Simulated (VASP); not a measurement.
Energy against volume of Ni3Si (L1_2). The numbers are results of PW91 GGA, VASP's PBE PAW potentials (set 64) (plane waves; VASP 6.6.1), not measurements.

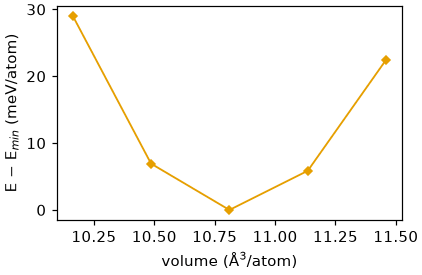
Fig. 1. Energy against volume

### Question
Estimate the equilibrium volume and the bulk modulus.

### Answer
The minimum lies near 10.8 Å³/atom, and the curvature gives B0 of about 210 GPa.

Measured: a 3.510 Å (computed value off by +0.0 %), as given by Metallic Nickel Silicides: Experiments and Theory for NiSi and First Principles Calculations for Other Phases, …. The calculation is for a static lattice, while the measured a holds thermal and zero-point effects, which are part of the difference.

The compound is Ni3Si in the L1_2 structure. It was relaxed first. The run is not spin-polarised, so no magnetic state was tried.
